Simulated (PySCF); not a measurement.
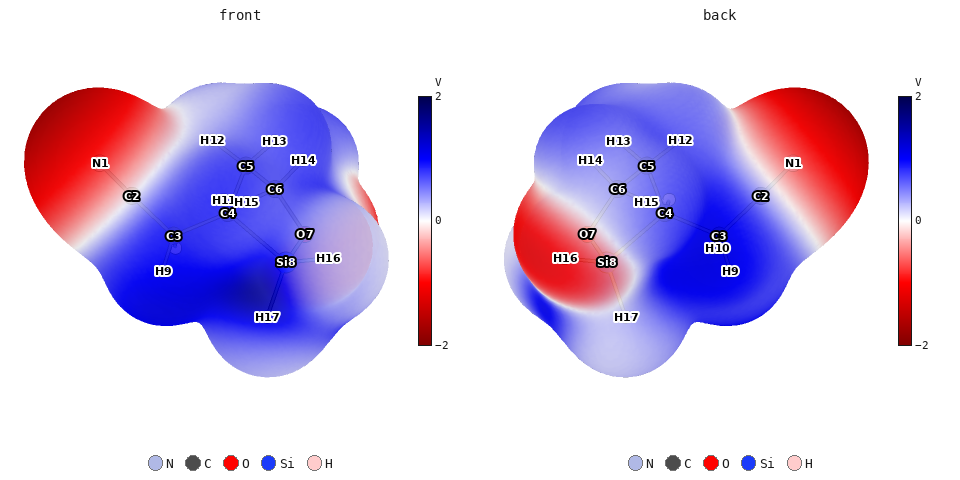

*C$_{5}$H$_{9}$NOSi. The molecular electrostatic potential painted on the density surface at 0.001 e/bohr³, seen from the front and from behind; red is negative and blue positive.*

Geometry: GFN2-xTB.

Level of theory: PySCF 2.14.0, PBE0/pcSseg-1, SCF density, gas phase, non-relativistic.

The calculation's input:

```
{"job": {"kind": "nmr", "xc": "PBE0", "basis": "pcSseg-1"}, "charge": 0, "multiplicity": 1}
N      3.526661     0.186681     0.188619
C      2.508390    -0.315134     0.329013
C      1.210268    -0.922069     0.469337
C      0.250750    -0.400243    -0.610952
C      0.005965     1.105705    -0.466757
C     -1.124179     1.293656     0.546770
O     -2.076235     0.265797     0.377212
Si    -1.532219    -1.070036    -0.382465
H      1.325140    -2.006317     0.383820
H      0.826786    -0.695552     1.468281
H      0.693110    -0.609358    -1.586532
H      0.900998     1.647630    -0.157672
H     -0.321796     1.503763    -1.428709
H     -1.634267     2.251002     0.412968
H     -0.744434     1.248062     1.573831
H     -2.232882    -1.256442    -1.646166
H     -1.589054    -2.215113     0.519493
```

Run with:

```sh
OMP_NUM_THREADS=1 python probes_run.py task.json out
```

Question: Describe the electrostatic potential map.

Answer: The most negative region (about −1.7 V, or −39 kcal/mol for a unit charge) lies over N1, the most positive (about +1.4 V, or +32 kcal/mol for a unit charge) over Si8. N1 is the likeliest acceptor of a hydrogen bond.

Question: What dipole moment does the calculation give?

Answer: Its dipole moment is 2.65 D.
